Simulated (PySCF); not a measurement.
# B: changing the method

What do other methods print for B?

The runs use PySCF 2.14.0; method and basis as typed in the scripts.

1 further run of the same task is left out (it didn't finish).

### 1 The atom

B: 1 atom, charge 0, spin multiplicity 2.

### 2 The base run

File input.py:

```python
from pyscf import gto, scf, mp

mol = gto.M(
    atom='B 0 0 0',
    basis='cc-pcvtz',
    charge=0,
    spin=1,
    verbose=3,
)
mf = scf.UHF(mol)
mf.kernel()
mp.MP2(mf).kernel()
mf.dip_moment()
print('orbital energies (hartree):', [e[max(0, n-3):n+3].round(4) for e, n in zip(mf.mo_energy, mol.nelec)])
```

The run is started by

```console
python input.py
```

### 3 SCF alone

Edit 1 changes step after the SCF: mp2 → none.

input.py: that of step 2 with these lines changed.

```diff
@@ -1,2 +1,2 @@
-from pyscf import gto, scf, mp
+from pyscf import gto, scf
 
@@ -11,3 +11,2 @@
 mf.kernel()
-mp.MP2(mf).kernel()
 mf.dip_moment()
```

### 4 EOM-IP

Edit 2 changes step after the SCF: mp2 → eomip; frozen orbitals: none → 1; number of roots: none → 3.

input.py: that of step 2 with these lines changed.

```diff
@@ -1,2 +1,2 @@
-from pyscf import gto, scf, mp
+from pyscf import gto, scf, cc
 
@@ -11,3 +11,6 @@
 mf.kernel()
-mp.MP2(mf).kernel()
+mycc = cc.CCSD(mf, frozen=1)
+mycc.kernel()
+e = mycc.ipccsd(nroots=3)[0]
+print('roots (eV) =', (e*27.211386).round(3))
 mf.dip_moment()
```

### 5 CASCI (ROHF)

Edit 3 changes step after the SCF: mp2 → casci; SCF type: UHF → ROHF; active space: none → 1 electrons in 8 orbitals.

File input.py:

```python
from pyscf import gto, scf, mcscf

mol = gto.M(
    atom='B 0 0 0',
    basis='cc-pcvtz',
    charge=0,
    spin=1,
    verbose=3,
)
mf = scf.ROHF(mol)
mf.kernel()
mc = mcscf.CASCI(mf, 8, 1)
mc.kernel()
mc.analyze()
mf.dip_moment()
print('orbital energies (hartree):', mf.mo_energy[..., max(0, mol.nelec[1]-3):mol.nelec[0]+3].round(4))
```

### 6 NEVPT2 (ROHF)

Edit 4 changes step after the SCF: mp2 → nevpt2; SCF type: UHF → ROHF; active space: none → 3 electrons in 4 orbitals.

File input.py:

```python
from pyscf import gto, scf, mcscf, mrpt

mol = gto.M(
    atom='B 0 0 0',
    basis='cc-pcvtz',
    charge=0,
    spin=1,
    verbose=3,
)
mf = scf.ROHF(mol)
mf.kernel()
mc = mcscf.CASSCF(mf, 4, 3)
mc.kernel()
mc.analyze()
mrpt.NEVPT(mc).kernel()
mf.dip_moment()
print('orbital energies (hartree):', mf.mo_energy[..., max(0, mol.nelec[1]-3):mol.nelec[0]+3].round(4))
```

### 7 MP2

Edit 5 changes frozen orbitals: none → 1.

input.py: that of step 2 with these lines changed.

```diff
@@ -11,3 +11,3 @@
 mf.kernel()
-mp.MP2(mf).kernel()
+mp.MP2(mf, frozen=1).kernel()
 mf.dip_moment()
```

Q: Predict the outcome of this session. Wanted: for each run, E(SCF); from base; gap, α spin; after the SCF.

As calculated:

```
          run  E(SCF) (hartree)  from base (eV)  gap, α spin (eV)                                                                 after the SCF
         base        -24.532094               0              9.92                                                     MP2 correlation -2.402 eV
    SCF alone        -24.532094          0.0000              9.92                                                                           n/a
       EOM-IP        -24.532094          0.0000              9.92                   CCSD correlation -1.775 eV, core frozen, first root 8.29 eV
 CASCI (ROHF)        -24.528157         +0.1071               n/a           CASCI correlation 0.000 eV (this space leaves nothing to correlate)
NEVPT2 (ROHF)        -24.528157         +0.1071               n/a  NEVPT2 correlation -2.863 eV (from the SCF energy, the CASSCF gain included)
          MP2        -24.532094          0.0000              9.92                                        MP2 correlation -1.220 eV, core frozen
```

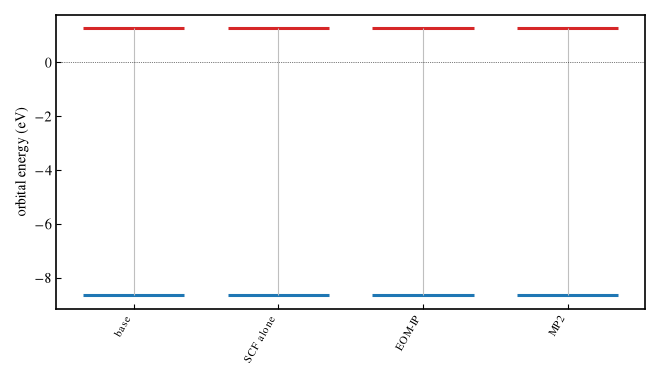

Frontier levels by run: filled blue, empty red. Open-shell runs show the α spin alone.

**Reading.** Total energies from different bases, Hamiltonians or methods carry different errors, so properties are taken as differences within one set-up.
